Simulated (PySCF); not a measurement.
# WO(OH)4: other functionals and bases at one geometry

How far do other levels of theory move the description of WO(OH)4, and what does each cost? It is a constructed species; whether it can be made isn't addressed.

The runs use PySCF 2.14.0; several levels, as the steps say, no spin–orbit coupling.

4 further runs of the same task are left out: 2 for a known fault of the program, 2 that didn't finish.

## Step 1: The system as given

10 atoms, charge 0, spin multiplicity 1.

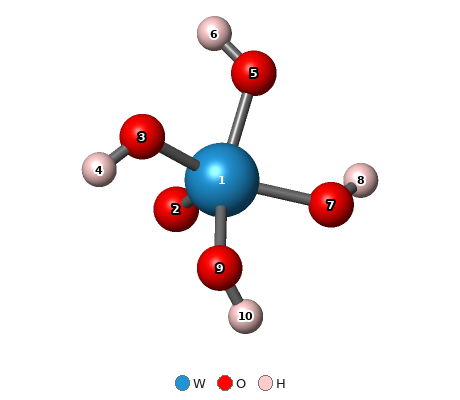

The geometry (tungsten blue, oxygen red, hydrogen pink); atoms are numbered from 1 in the order of the file.

As a file:

```
W     0.00000    0.00000    0.15857
O     0.00000    0.00000    1.87852
O     1.83153    0.26284   -0.39353
H     2.50947   -0.39446   -0.14068
O    -0.26284    1.83153   -0.39353
H     0.39446    2.50947   -0.14068
O    -1.83153   -0.26284   -0.39353
H    -2.50947    0.39446   -0.14068
O     0.26284   -1.83153   -0.39353
H    -0.39446   -2.50947   -0.14068
```

Formal oxidation states: W +6. An earlier session relaxed this geometry at BP86, W def2-SVP with ECP60, O def2-SVP, H def2-SVP (singlet, point group C4).

At BP86 on the finer grid: E = -445.668881 Eh, HOMO -7.49 eV, LUMO -3.83 eV, Mulliken charge on W1 +0.99 e, largest force component 0.005 eV/Å. 

Levels to run: revPBE; B3LYP; TPSSh; PBE; BP86, TZVP; BP86, x2c-SVP. Hardware: 2 threads of Arm Neoverse V1, shared host.

## Step 2: revPBE

The input, run.py (the lines that set the calculation):

```python
mol = gto.M(atom='''
W      0.00000     0.00000     0.15857
O      0.00000     0.00000     1.87852
O      1.83153     0.26284    -0.39353
H      2.50947    -0.39446    -0.14068
O     -0.26284     1.83153    -0.39353
H      0.39446     2.50947    -0.14068
O     -1.83153    -0.26284    -0.39353
H     -2.50947     0.39446    -0.14068
O      0.26284    -1.83153    -0.39353
H     -0.39446    -2.50947    -0.14068''',
    basis={'W': 'def2-SVP', 'O': 'def2-SVP', 'H': 'def2-SVP'},
    ecp={'W': 'def2-SVP'},
    charge=0, spin=0)
mf = dft.RKS(mol, xc='PBE_R,PBE')
mf.grids.atom_grid = (75, 302)
mf = mf.density_fit()  # fitting sets: W def2-universal-JKFIT, O def2-universal-JKFIT, H def2-universal-JKFIT
mf.conv_tol = 1e-08; mf.max_cycle = 55
mf.kernel(dm0)  # dm0: the density of the relaxed state
```

The run is started by

```bash
OMP_NUM_THREADS=2 python run.py
```

## Step 3: B3LYP

Changes to run.py (the lines that set the calculation) since step 2:

```diff
@@ -14,3 +14,3 @@
     charge=0, spin=0)
-mf = dft.RKS(mol, xc='PBE_R,PBE')
+mf = dft.RKS(mol, xc='B3LYP')
 mf.grids.atom_grid = (75, 302)
```

## Step 4: TPSSh

Changes to run.py (the lines that set the calculation) since step 3:

```diff
@@ -14,3 +14,3 @@
     charge=0, spin=0)
-mf = dft.RKS(mol, xc='B3LYP')
+mf = dft.RKS(mol, xc='TPSSH')
 mf.grids.atom_grid = (75, 302)
```

## Step 5: PBE

Changes to run.py (the lines that set the calculation) since step 4:

```diff
@@ -14,3 +14,3 @@
     charge=0, spin=0)
-mf = dft.RKS(mol, xc='TPSSH')
+mf = dft.RKS(mol, xc='PBE')
 mf.grids.atom_grid = (75, 302)
```

## Step 6: BP86, TZVP

Basis: W def2-TZVP with ECP60, O def2-TZVP, H def2-TZVP. 

Changes to run.py (the lines that set the calculation) since step 5:

```diff
@@ -11,6 +11,6 @@
 H     -0.39446    -2.50947    -0.14068''',
-    basis={'W': 'def2-SVP', 'O': 'def2-SVP', 'H': 'def2-SVP'},
-    ecp={'W': 'def2-SVP'},
+    basis={'W': 'def2-TZVP', 'O': 'def2-TZVP', 'H': 'def2-TZVP'},
+    ecp={'W': 'def2-TZVP'},
     charge=0, spin=0)
-mf = dft.RKS(mol, xc='PBE')
+mf = dft.RKS(mol, xc='B88,P86')
 mf.grids.atom_grid = (75, 302)
@@ -18,2 +18,2 @@
 mf.conv_tol = 1e-08; mf.max_cycle = 55
-mf.kernel(dm0)  # dm0: the density of the relaxed state
+mf.kernel(dm0)  # dm0: free metal ions and neutral atoms
```

## Step 7: BP86, x2c-SVP

Basis: W x2c-SVPall, O x2c-SVPall, H x2c-SVPall. All electrons are treated, with the spin-free X2C Hamiltonian.

Changes to run.py (the lines that set the calculation) since step 6:

```diff
@@ -11,8 +11,9 @@
 H     -0.39446    -2.50947    -0.14068''',
-    basis={'W': 'def2-TZVP', 'O': 'def2-TZVP', 'H': 'def2-TZVP'},
-    ecp={'W': 'def2-TZVP'},
+    basis={'W': 'x2c-SVPall', 'O': 'x2c-SVPall', 'H': 'x2c-SVPall'},
+    nucmod='G',
     charge=0, spin=0)
 mf = dft.RKS(mol, xc='B88,P86')
-mf.grids.atom_grid = (75, 302)
-mf = mf.density_fit()  # fitting sets: W def2-universal-JKFIT, O def2-universal-JKFIT, H def2-universal-JKFIT
+mf.grids.atom_grid = (99, 590)
+mf = mf.density_fit()  # fitting sets: W AutoAux, O AutoAux, H AutoAux
+mf = mf.sfx2c1e()
 mf.conv_tol = 1e-08; mf.max_cycle = 55
```

Q: Predict the outcome of this session. Wanted: for each run, HOMO; gap; charge on W1; dipole; largest force.

**Answer**, as computed:

| level | state | HOMO (eV) | gap (eV) | charge on W1 (e) | dipole (D) | largest force (eV/Å) | basis functions | time |
| --- | --- | --- | --- | --- | --- | --- | --- | --- |
| BP86 (relaxed here) | singlet | -7.49 | 3.67 | 0.99 | 0.25 | 0.00 | 122 | 22 s |
| revPBE | singlet | -7.33 | 3.67 | 1.01 | 0.26 | 0.22 | 122 | 8.4 s |
| B3LYP | singlet | -8.80 | 5.54 | 1.18 | 0.32 | 0.84 | 122 | 8.4 s |
| TPSSh | singlet | -8.19 | 4.73 | 1.20 | 0.27 | 0.69 | 122 | 14 s |
| PBE | singlet | -7.38 | 3.67 | 0.97 | 0.25 | 0.12 | 122 | 8.3 s |
| BP86, TZVP | singlet | -7.73 | 3.76 | 1.37 | 0.27 | 0.16 | 219 | 25 s |
| BP86, x2c-SVP | singlet | -7.65 | 3.51 | 0.70 | 0.31 | 0.83 | 156 | 50 s |

Times are on 2 threads of Arm Neoverse V1, shared host; the first row also made further properties.

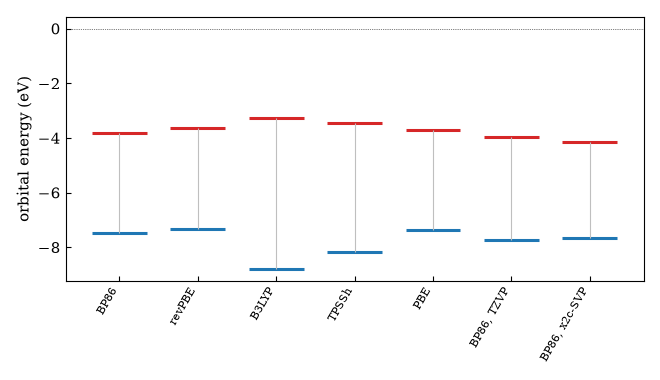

Highest filled and lowest empty level, method by method.

In one basis the HOMO–LUMO gap runs from 3.67 eV (BP86) to 5.54 eV (B3LYP). The largest leftover force, 0.84 eV/Å with B3LYP, stands at a geometry relaxed at another level. The Mulliken charge on W spans +0.70 to +1.37 e over the levels. Total energies of different levels can't be compared. Spin–orbit coupling is left out throughout.
